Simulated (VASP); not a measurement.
Band structure of AgI (zinc blende). These are LDA (Ceperley-Alder, Perdew-Zunger), VASP's LDA PAW potentials (set 64) (plane waves; VASP 6.6.1) values and carry that method's errors.

Unless said otherwise, spin-orbit coupling is left out, though it shifts the bands of the heavy elements here.

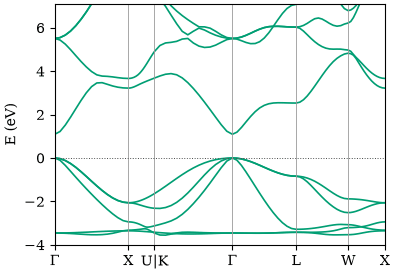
Bands along high-symmetry lines, zero at the valence-band maximum or, without a gap, the Fermi level

### Question
Read the plot: is there a gap, and where are the band edges?

### Answer
The gap is direct, 1.09 eV, from the valence maximum at Γ to the conduction minimum at Γ. (Edges off the drawn lines would not show.)

The compound is AgI in the zinc blende structure, whereas wurtzite is the usual form. It was relaxed first, which changed the volume by -7 %.
